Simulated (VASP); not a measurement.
Band structure of Cu₃N (space group Pm-3m). Method: modified Becke-Johnson potential (mBJ), VASP's PBE PAW potentials (set 64) (plane waves; VASP).

mBJ is a potential without an energy functional, so only the levels count.

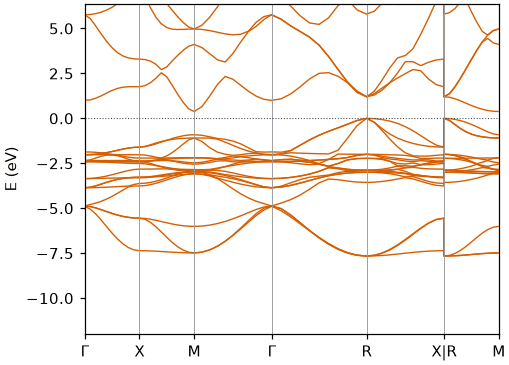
Fig. 1. Bands along high-symmetry lines, zero at the valence-band maximum or, without a gap, the Fermi level

Q: Read the plot: is there a gap, and where are the band edges?

A: The gap is indirect, 0.38 eV, from the valence maximum at R to the conduction minimum at M.

The structure comes from a computed database's Cu3N entry (Pm-3m); how it stands against other phases isn't given here. It was relaxed first. The cell's shape comes from a PBE relaxation.
